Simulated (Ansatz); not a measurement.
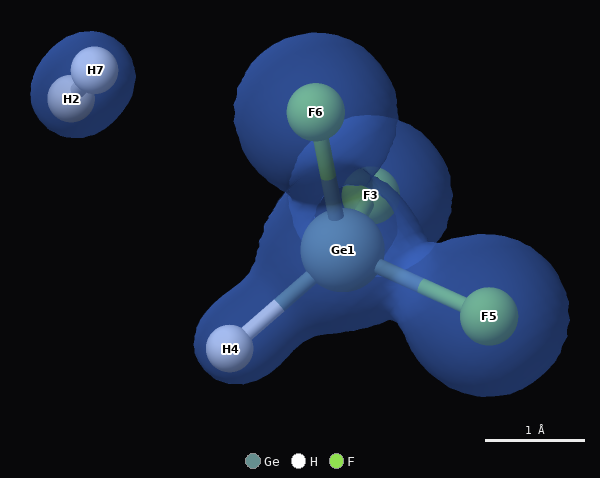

Figure. F₃GeH···H₂. Isosurface of the total electron density at 0.6 e/Å³ (blue), seen at an oblique angle.

All numbers below come from RKS PBE0-D4/def2-SVP in Ansatz.

The calculation's input:

```
crystal:
  periodic: [false, false, false]
  atoms:
    - { symbol: Ge, position_ang: [-0.448648, -0.18032, -0.332888] }
    - { symbol: H, position_ang: [0.023805, 0.805318, 2.19406] }
    - { symbol: F, position_ang: [1.075472, -0.771728, 0.177856] }
    - { symbol: H, position_ang: [-0.478231, 1.325373, -0.50166] }
    - { symbol: F, position_ang: [-0.77562, -0.97808, -1.815293] }
    - { symbol: F, position_ang: [-1.61777, -0.764409, 0.753905] }
    - { symbol: H, position_ang: [-0.604009, 0.457745, 2.17072] }
basis:
  gaussian: { orbitals: def2-SVP }
hamiltonian:
  xc: pbe0
  dispersion: d4
relax:
  f_tol: 0.03
  max_steps: 50
output:
  orbitals: {}
```

Command:

```sh
ansatz run input.yaml --threads 2 --pin off --max-ram 3072MiB --backend cpu --events-out ev --progress --plain --runs-dir out
```

The fields are those of the run's last geometry, not of the input's.

What does this surface tell about the bonding?

At this value the surface falls into two separate pieces. It bridges the sampled Ge–F (1.71 Å), H–H (0.76 Å) and Ge–H (1.52 Å) contacts, where the density stays above the isovalue. It is pinched off along the sampled Ge···H (3.12 Å) contacts. On the grid the lowest density along these lines, outside the cores, is 0.03 e/Å³ (Ge···H, 3.12 Å), 0.96 e/Å³ (Ge–F, 1.71 Å), 1.7 e/Å³ (H–H, 0.76 Å) and 0.97 e/Å³ (Ge–H, 1.52 Å).
